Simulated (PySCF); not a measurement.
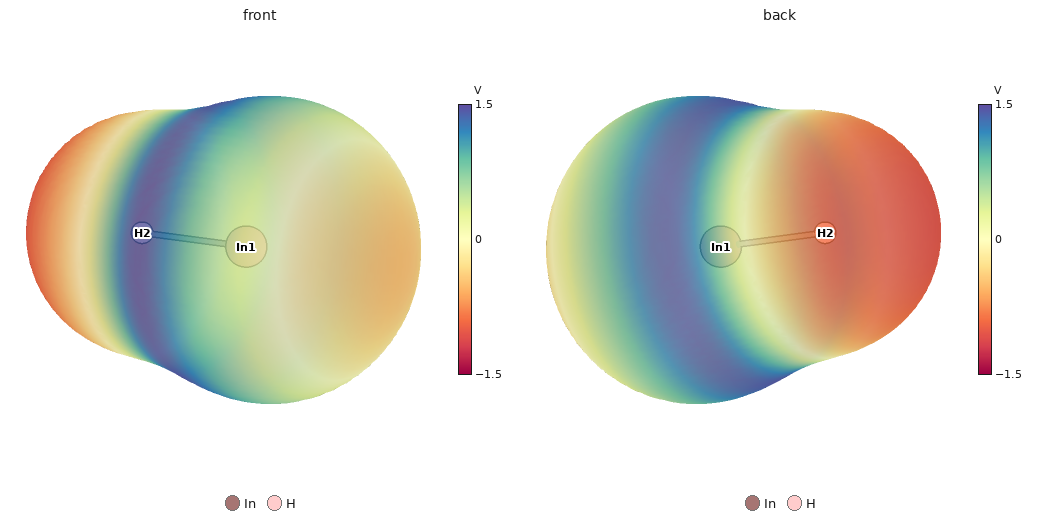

Figure 1: InH. The molecular electrostatic potential painted on the density surface at 0.001 e/bohr³, seen from the front and from behind; red is negative and blue positive.

Computed with PBE0/x2c-TZVPPall, spin-free X2C-1e, Gaussian nucleus, at a bond length of 1.853 Å (PySCF).

```yaml
atoms:
  - { symbol: In, position_ang: [0.0000, 0.0000, -0.0161] }
  - { symbol: H, position_ang: [0.0000, 0.0000, 1.8369] }
```

Which sites attract a positive test charge, and which a negative one?

A positive charge is drawn to the negative regions and a negative charge to the positive ones. The most negative region (about −1.1 V, or −25 kcal/mol for a unit charge) lies over H2, the most positive (about +1.4 V, or +32 kcal/mol for a unit charge) over In1.
